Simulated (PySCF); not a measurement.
# Br, Br⁺, Br²⁺: ionisation energies in x2c-QZVPPall plus 1 even-tempered diffuse shell per l, part 2 of 3

Aim: the ionisation energy of bromine from differences of total energies, at each level of theory, and how far each lands from the tabulated value where there is one.

PySCF 2.14.0; x2c-QZVPPall plus 1 even-tempered diffuse shell per l, the spin-free X2C one-electron Hamiltonian (Gaussian nucleus). The scripts are equivalent inputs of a driver's runs. The steps go on from the part before.

### Step 4. Br⁺, method by method

**UHF**

input.py reads:

```python
from pyscf import gto, scf, dft, mp, cc
import basis_set_exchange as bse
mol = gto.M(atom="Br 0 0 0", charge=1, spin=2, symmetry="D2h",
            basis=gto.basis.parse(bse.get_basis("x2c-QZVPPall", elements=["Br"], fmt="nwchem", header=False, augment_diffuse=1)),
            nucmod="G")
mf = scf.UHF(mol).sfx2c1e()
mf.irrep_nelec = {'Ag': (6, 6), 'B1g': (1, 1), 'B2g': (1, 1), 'B3g': (1, 1), 'B1u': (3, 2), 'B2u': (3, 3), 'B3u': (3, 2)}
mf.kernel()
```

The log of the run:

```text
damping factor = 0
level_shift factor = 0
DIIS = <class 'pyscf.scf.diis.CDIIS'>
diis_start_cycle = 1
diis_space = 10
diis_damp = 0
SCF conv_tol = 1e-09
SCF conv_tol_grad = None
number electrons alpha = 18  beta = 16
cycle= 1 E= -2604.10852903104  delta_E= -0.00579  |g|= 0.0307  |ddm|= 0.0558
cycle= 2 E= -2604.10920882192  delta_E= -0.00068  |g|= 0.0115  |ddm|= 0.02
cycle= 3 E= -2604.10932314592  delta_E= -0.000114  |g|= 0.00089  |ddm|= 0.0123
cycle= 4 E= -2604.10932379193  delta_E= -6.46e-07  |g|= 0.000453  |ddm|= 0.00114
cycle= 5 E= -2604.10932385617  delta_E= -6.42e-08  |g|= 8.97e-05  |ddm|= 0.000356
cycle= 6 E= -2604.10932386539  delta_E= -9.22e-09  |g|= 1.64e-05  |ddm|= 0.000194
cycle= 7 E= -2604.10932386563  delta_E= -2.45e-10  |g|= 2.74e-06  |ddm|= 3.55e-05
converged SCF energy = -2604.10932386563  <S^2> = 2.0092214  2S+1 = 3.0061413
```

CPU time 3.7 s on a shared host, the integrals not counted.

Orbital energies by shell (radii are means over both spins):

```
shell  electrons  mean orbital energy (eV)  spread (eV)  rms radius (bohr)
 1s α          1                  -13568.9            0             0.0492
 1s β          1                  -13568.6            0             0.0492
 2s α          1                   -1837.1            0              0.205
 2s β          1                   -1836.9            0              0.205
 2p α          3                   -1616.7        0.230              0.183
 2p β          3                   -1616.4        0.110              0.183
 3s α          1                   -288.84            0              0.588
 3s β          1                   -288.35            0              0.588
 3p α          3                   -216.84        0.690              0.607
 3p β          3                   -216.17        0.147              0.607
 3d α          5                   -97.137        0.649              0.650
 3d β          5                   -96.795        0.324              0.650
 4s α          1                   -40.587            0               1.78
 4s β          1                   -34.485            0               1.78
 4p α          3                   -23.546        1.965               2.11
 4p β          1                   -21.100            0               2.11
```

⟨S²⟩ = 2.009, ⟨L²⟩ = 2.04.

Spin-orbit constants on these orbitals (cm⁻¹; bare nucleus, screened nucleus, mean field): 4p 2903, 2737, n/a. To first order in LS coupling the lowest level has J = 2 and lies 0.170 eV below the centre of the term.

**LDA**

Changes to input.py:

```diff
@@ -5,3 +5,3 @@
             nucmod="G")
-mf = scf.UHF(mol).sfx2c1e()
+mf = dft.UKS(mol, xc="LDA,VWN").sfx2c1e()
 mf.irrep_nelec = {'Ag': (6, 6), 'B1g': (1, 1), 'B2g': (1, 1), 'B3g': (1, 1), 'B1u': (3, 2), 'B2u': (3, 3), 'B3u': (3, 2)}
```

The log of the run:

```text
damping factor = 0
level_shift factor = 0
DIIS = <class 'pyscf.scf.diis.CDIIS'>
diis_start_cycle = 1
diis_space = 10
diis_damp = 0
SCF conv_tol = 1e-09
SCF conv_tol_grad = None
number electrons alpha = 18  beta = 16
XC functionals = LDA,VWN
    P. A. M. Dirac.,  Math. Proc. Cambridge Philos. Soc. 26, 376 (1930)
    F. Bloch.,  Z. Phys. 57, 545 (1929)
    S. H. Vosko, L. Wilk, and M. Nusair.,  Can. J. Phys. 58, 1200 (1980)
cycle= 1 E= -2602.14333738866  delta_E= -0.0396  |g|= 0.133  |ddm|= 0.199
cycle= 2 E= -2602.14332361996  delta_E= 1.38e-05  |g|= 0.14  |ddm|= 0.0446
cycle= 3 E= -2602.14452529978  delta_E= -0.0012  |g|= 0.00413  |ddm|= 0.023
cycle= 4 E= -2602.14452934132  delta_E= -4.04e-06  |g|= 0.00156  |ddm|= 0.00499
cycle= 5 E= -2602.14452993914  delta_E= -5.98e-07  |g|= 0.000139  |ddm|= 0.00135
cycle= 6 E= -2602.14452994175  delta_E= -2.62e-09  |g|= 4.78e-06  |ddm|= 6.65e-05
cycle= 7 E= -2602.14452994177  delta_E= -1.41e-11  |g|= 7.76e-07  |ddm|= 5.88e-06
converged SCF energy = -2602.14452994177  <S^2> = 2.0013117  2S+1 = 3.0008743
```

It used 2.3 s of CPU time after the integrals (shared host).

**PBE**

Changes to input.py:

```diff
@@ -5,3 +5,3 @@
             nucmod="G")
-mf = dft.UKS(mol, xc="LDA,VWN").sfx2c1e()
+mf = dft.UKS(mol, xc="PBE").sfx2c1e()
 mf.irrep_nelec = {'Ag': (6, 6), 'B1g': (1, 1), 'B2g': (1, 1), 'B3g': (1, 1), 'B1u': (3, 2), 'B2u': (3, 3), 'B3u': (3, 2)}
```

The log of the run:

```text
damping factor = 0
level_shift factor = 0
DIIS = <class 'pyscf.scf.diis.CDIIS'>
diis_start_cycle = 1
diis_space = 10
diis_damp = 0
SCF conv_tol = 1e-09
SCF conv_tol_grad = None
number electrons alpha = 18  beta = 16
XC functionals = PBE
    J. P. Perdew, K. Burke, and M. Ernzerhof.,  Phys. Rev. Lett. 77, 3865 (1996)
    J. P. Perdew, K. Burke, and M. Ernzerhof.,  Phys. Rev. Lett. 78, 1396 (1997)
    J. P. Perdew, K. Burke, and M. Ernzerhof.,  Phys. Rev. Lett. 77, 3865 (1996)
    J. P. Perdew, K. Burke, and M. Ernzerhof.,  Phys. Rev. Lett. 78, 1396 (1997)
cycle= 1 E= -2605.52432349522  delta_E= -0.0266  |g|= 0.0901  |ddm|= 0.177
cycle= 2 E= -2605.5243520798  delta_E= -2.86e-05  |g|=  0.1  |ddm|= 0.0372
cycle= 3 E= -2605.52498962674  delta_E= -0.000638  |g|= 0.00236  |ddm|= 0.0167
cycle= 4 E= -2605.52499084719  delta_E= -1.22e-06  |g|= 0.000728  |ddm|= 0.00223
cycle= 5 E= -2605.52499095799  delta_E= -1.11e-07  |g|= 0.00015  |ddm|= 0.000616
cycle= 6 E= -2605.52499096307  delta_E= -5.08e-09  |g|= 1.03e-05  |ddm|= 0.00012
cycle= 7 E= -2605.52499096312  delta_E= -4.37e-11  |g|= 6.84e-07  |ddm|= 1.17e-05
converged SCF energy = -2605.52499096312  <S^2> = 2.0025041  2S+1 = 3.001669
```

CPU time 3.3 s on a shared host, the integrals not counted.

**PBE0**

Changes to input.py:

```diff
@@ -5,3 +5,3 @@
             nucmod="G")
-mf = dft.UKS(mol, xc="PBE").sfx2c1e()
+mf = dft.UKS(mol, xc="PBE0").sfx2c1e()
 mf.irrep_nelec = {'Ag': (6, 6), 'B1g': (1, 1), 'B2g': (1, 1), 'B3g': (1, 1), 'B1u': (3, 2), 'B2u': (3, 3), 'B3u': (3, 2)}
```

The log of the run:

```text
damping factor = 0
level_shift factor = 0
DIIS = <class 'pyscf.scf.diis.CDIIS'>
diis_start_cycle = 1
diis_space = 10
diis_damp = 0
SCF conv_tol = 1e-09
SCF conv_tol_grad = None
number electrons alpha = 18  beta = 16
XC functionals = PBE0
    C. Adamo and V. Barone.,  J. Chem. Phys. 110, 6158 (1999)
    M. Ernzerhof and G. E. Scuseria.,  J. Chem. Phys. 110, 5029 (1999)
cycle= 1 E= -2605.57837585587  delta_E= -0.0163  |g|= 0.0497  |ddm|= 0.136
cycle= 2 E= -2605.57850319062  delta_E= -0.000127  |g|= 0.0445  |ddm|= 0.0215
cycle= 3 E= -2605.57862817331  delta_E= -0.000125  |g|= 0.00209  |ddm|= 0.00745
cycle= 4 E= -2605.57862966924  delta_E= -1.5e-06  |g|= 0.000292  |ddm|= 0.00153
cycle= 5 E= -2605.57862972589  delta_E= -5.67e-08  |g|= 7.89e-05  |ddm|= 0.000334
cycle= 6 E= -2605.57862972718  delta_E= -1.29e-09  |g|= 1.43e-05  |ddm|= 5.74e-05
cycle= 7 E= -2605.57862972721  delta_E= -3.32e-11  |g|= 5.54e-07  |ddm|= 8.93e-06
converged SCF energy = -2605.57862972721  <S^2> = 2.0034408  2S+1 = 3.002293
```

CPU time 5 s on a shared host, the integrals not counted.

**r2SCAN**

Changes to input.py:

```diff
@@ -5,3 +5,3 @@
             nucmod="G")
-mf = dft.UKS(mol, xc="PBE0").sfx2c1e()
+mf = dft.UKS(mol, xc="R2SCAN").sfx2c1e()
 mf.irrep_nelec = {'Ag': (6, 6), 'B1g': (1, 1), 'B2g': (1, 1), 'B3g': (1, 1), 'B1u': (3, 2), 'B2u': (3, 3), 'B3u': (3, 2)}
```

The log of the run:

```text
damping factor = 0
level_shift factor = 0
DIIS = <class 'pyscf.scf.diis.CDIIS'>
diis_start_cycle = 1
diis_space = 10
diis_damp = 0
SCF conv_tol = 1e-09
SCF conv_tol_grad = None
number electrons alpha = 18  beta = 16
XC functionals = R2SCAN
    J. W. Furness, A. D. Kaplan, J. Ning, J. P. Perdew, and J. Sun.,  J. Phys. Chem. Lett. 11, 8208-8215 (2020)
    J. W. Furness, A. D. Kaplan, J. Ning, J. P. Perdew, and J. Sun.,  J. Phys. Chem. Lett. 11, 9248-9248 (2020)
    J. W. Furness, A. D. Kaplan, J. Ning, J. P. Perdew, and J. Sun.,  J. Phys. Chem. Lett. 11, 8208-8215 (2020)
    J. W. Furness, A. D. Kaplan, J. Ning, J. P. Perdew, and J. Sun.,  J. Phys. Chem. Lett. 11, 9248-9248 (2020)
cycle= 1 E= -2605.84850470627  delta_E= -0.0176  |g|= 0.0684  |ddm|= 0.131
cycle= 2 E= -2605.84861460093  delta_E= -0.00011  |g|= 0.0675  |ddm|= 0.0284
cycle= 3 E= -2605.84890332786  delta_E= -0.000289  |g|= 0.00207  |ddm|= 0.0113
cycle= 4 E= -2605.8489047945  delta_E= -1.47e-06  |g|= 0.000499  |ddm|= 0.00212
cycle= 5 E= -2605.84890488511  delta_E= -9.06e-08  |g|= 0.000176  |ddm|= 0.000541
cycle= 6 E= -2605.84890489126  delta_E= -6.15e-09  |g|= 1.53e-05  |ddm|= 0.000126
cycle= 7 E= -2605.84890489134  delta_E= -8.69e-11  |g|= 1.1e-06  |ddm|= 1.9e-05
converged SCF energy = -2605.84890489134  <S^2> = 2.0045834  2S+1 = 3.003054
```

CPU time 8.2 s on a shared host, the integrals not counted.

**B2PLYP**

Changes to input.py:

```diff
@@ -5,3 +5,3 @@
             nucmod="G")
-mf = dft.UKS(mol, xc="R2SCAN").sfx2c1e()
+mf = dft.UKS(mol, xc="0.53*HF + 0.47*B88, 0.73*LYP").sfx2c1e()
 mf.irrep_nelec = {'Ag': (6, 6), 'B1g': (1, 1), 'B2g': (1, 1), 'B3g': (1, 1), 'B1u': (3, 2), 'B2u': (3, 3), 'B3u': (3, 2)}
```

The log of the run:

```text
damping factor = 0
level_shift factor = 0
DIIS = <class 'pyscf.scf.diis.CDIIS'>
diis_start_cycle = 1
diis_space = 10
diis_damp = 0
SCF conv_tol = 1e-09
SCF conv_tol_grad = None
number electrons alpha = 18  beta = 16
XC functionals = 0.53*HF + 0.47*B88, 0.73*LYP
    A. D. Becke.,  Phys. Rev. A 38, 3098 (1988)
    C. Lee, W. Yang, and R. G. Parr.,  Phys. Rev. B 37, 785 (1988)
    B. Miehlich, A. Savin, H. Stoll, and H. Preuss.,  Chem. Phys. Lett. 157, 200 (1989)
cycle= 1 E= -2605.40199588423  delta_E= -0.00999  |g|= 0.031  |ddm|= 0.0952
cycle= 2 E= -2605.4021979105  delta_E= -0.000202  |g|= 0.0184  |ddm|= 0.0174
cycle= 3 E= -2605.40222737929  delta_E= -2.95e-05  |g|= 0.00457  |ddm|= 0.00403
cycle= 4 E= -2605.40223198691  delta_E= -4.61e-06  |g|= 0.000449  |ddm|= 0.00219
cycle= 5 E= -2605.40223215252  delta_E= -1.66e-07  |g|= 5.84e-05  |ddm|= 0.000549
cycle= 6 E= -2605.40223215388  delta_E= -1.36e-09  |g|= 6.67e-06  |ddm|= 6.58e-05
cycle= 7 E= -2605.40223215392  delta_E= -4.37e-11  |g|= 6.87e-07  |ddm|= 1.43e-05
converged SCF energy = -2605.40223215392  <S^2> = 2.0042671  2S+1 = 3.0028434
```

It used 6.6 s of CPU time after the integrals (shared host).

Script and log cover the SCF part. The PT2 part, added by the driver, -0.13780 hartree before scaling by 0.27, brings the total to -2605.439438 hartree.

**CAM-B3LYP**

Changes to input.py:

```diff
@@ -5,3 +5,3 @@
             nucmod="G")
-mf = dft.UKS(mol, xc="0.53*HF + 0.47*B88, 0.73*LYP").sfx2c1e()
+mf = dft.UKS(mol, xc="CAMB3LYP").sfx2c1e()
 mf.irrep_nelec = {'Ag': (6, 6), 'B1g': (1, 1), 'B2g': (1, 1), 'B3g': (1, 1), 'B1u': (3, 2), 'B2u': (3, 3), 'B3u': (3, 2)}
```

The log of the run:

```text
damping factor = 0
level_shift factor = 0
DIIS = <class 'pyscf.scf.diis.CDIIS'>
diis_start_cycle = 1
diis_space = 10
diis_damp = 0
SCF conv_tol = 1e-09
SCF conv_tol_grad = None
number electrons alpha = 18  beta = 16
XC functionals = CAMB3LYP
    T. Yanai, D. P. Tew, and N. C. Handy.,  Chem. Phys. Lett. 393, 51 (2004)
cycle= 1 E= -2606.02570621168  delta_E= -0.022  |g|= 0.0543  |ddm|= 0.149
cycle= 2 E= -2606.02585121883  delta_E= -0.000145  |g|= 0.0476  |ddm|= 0.0268
cycle= 3 E= -2606.02599590228  delta_E= -0.000145  |g|= 0.00278  |ddm|= 0.00783
cycle= 4 E= -2606.02599805869  delta_E= -2.16e-06  |g|= 0.000478  |ddm|= 0.00169
cycle= 5 E= -2606.02599820514  delta_E= -1.46e-07  |g|= 4.89e-05  |ddm|= 0.000509
cycle= 6 E= -2606.02599820657  delta_E= -1.43e-09  |g|= 4.15e-06  |ddm|= 6.23e-05
cycle= 7 E= -2606.02599820659  delta_E= -1.64e-11  |g|= 4.67e-07  |ddm|= 8.63e-06
converged SCF energy = -2606.02599820659  <S^2> = 2.0024577  2S+1 = 3.001638
```

It used 9.3 s of CPU time after the integrals (shared host).

**r2SCANh**

Changes to input.py:

```diff
@@ -5,3 +5,3 @@
             nucmod="G")
-mf = dft.UKS(mol, xc="CAMB3LYP").sfx2c1e()
+mf = dft.UKS(mol, xc="HYB_MGGA_XC_R2SCANH").sfx2c1e()
 mf.irrep_nelec = {'Ag': (6, 6), 'B1g': (1, 1), 'B2g': (1, 1), 'B3g': (1, 1), 'B1u': (3, 2), 'B2u': (3, 3), 'B3u': (3, 2)}
```

The log of the run:

```text
damping factor = 0
level_shift factor = 0
DIIS = <class 'pyscf.scf.diis.CDIIS'>
diis_start_cycle = 1
diis_space = 10
diis_damp = 0
SCF conv_tol = 1e-09
SCF conv_tol_grad = None
number electrons alpha = 18  beta = 16
XC functionals = HYB_MGGA_XC_R2SCANH
    M. Bursch, H. Neugebauer, S. Ehlert, and S. Grimme.,  J. Chem. Phys. 156, 134105 (2022)
cycle= 1 E= -2605.8400820231  delta_E= -0.0153  |g|= 0.0558  |ddm|= 0.122
cycle= 2 E= -2605.8402250436  delta_E= -0.000143  |g|= 0.0505  |ddm|= 0.0243
cycle= 3 E= -2605.84038608535  delta_E= -0.000161  |g|= 0.00258  |ddm|= 0.00851
cycle= 4 E= -2605.84038811508  delta_E= -2.03e-06  |g|= 0.00042  |ddm|= 0.00208
cycle= 5 E= -2605.84038820611  delta_E= -9.1e-08  |g|= 0.000135  |ddm|= 0.000512
cycle= 6 E= -2605.84038821013  delta_E= -4.01e-09  |g|= 1.76e-05  |ddm|= 0.000103
cycle= 7 E= -2605.84038821023  delta_E= -9.78e-11  |g|= 1.36e-06  |ddm|= 1.95e-05
converged SCF energy = -2605.84038821023  <S^2> = 2.0047807  2S+1 = 3.0031855
```

CPU time 9.8 s on a shared host, the integrals not counted.

**MP2 (valence)**

Changes to input.py:

```diff
@@ -5,4 +5,5 @@
             nucmod="G")
-mf = dft.UKS(mol, xc="HYB_MGGA_XC_R2SCANH").sfx2c1e()
+mf = scf.UHF(mol).sfx2c1e()
 mf.irrep_nelec = {'Ag': (6, 6), 'B1g': (1, 1), 'B2g': (1, 1), 'B3g': (1, 1), 'B1u': (3, 2), 'B2u': (3, 3), 'B3u': (3, 2)}
 mf.kernel()
+mp.UMP2(mf, frozen=14).kernel()
```

This step left no log, only its results.

CPU time 1.6 s on a shared host, the integrals not counted.

With 6 electrons correlated, the MP2 correlation energy is -0.11498 hartree (-0.02461 same spin, -0.09038 opposite spin); the SCS form gives -0.11665. Largest pairs of shells: 4s-4p -0.0539, 4p-4p -0.0518, 4s-4s -0.0093.

### Step 5. Br⁺, continued

**MP2 (valence and next inner shell)**

input.py, as its differences from that of step 4:

```diff
@@ -8,2 +8,2 @@
 mf.kernel()
-mp.UMP2(mf, frozen=14).kernel()
+mp.UMP2(mf, frozen=5).kernel()
```

This step left no log, only its results.

CPU time 3.5 s on a shared host, the integrals not counted.

With 24 electrons correlated, the MP2 correlation energy is -0.87820 hartree (-0.29737 same spin, -0.58083 opposite spin); the SCS form gives -0.79612. Largest pairs of shells: 3d-3d -0.3737, 3p-3d -0.1591, 3d-4p -0.0592, 4s-4p -0.0539, 4p-4p -0.0518.

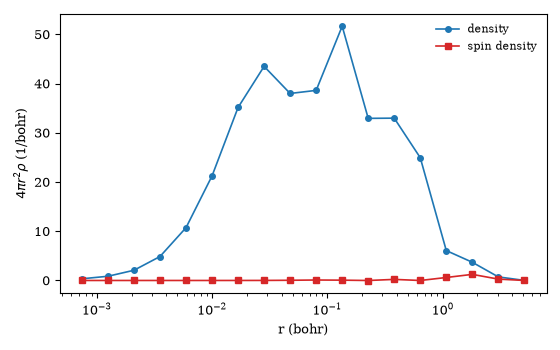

Radial density 4πr²ρ of Br⁺ at UHF, at 18 stored radii joined by straight lines.

[end of part 2 of 3]
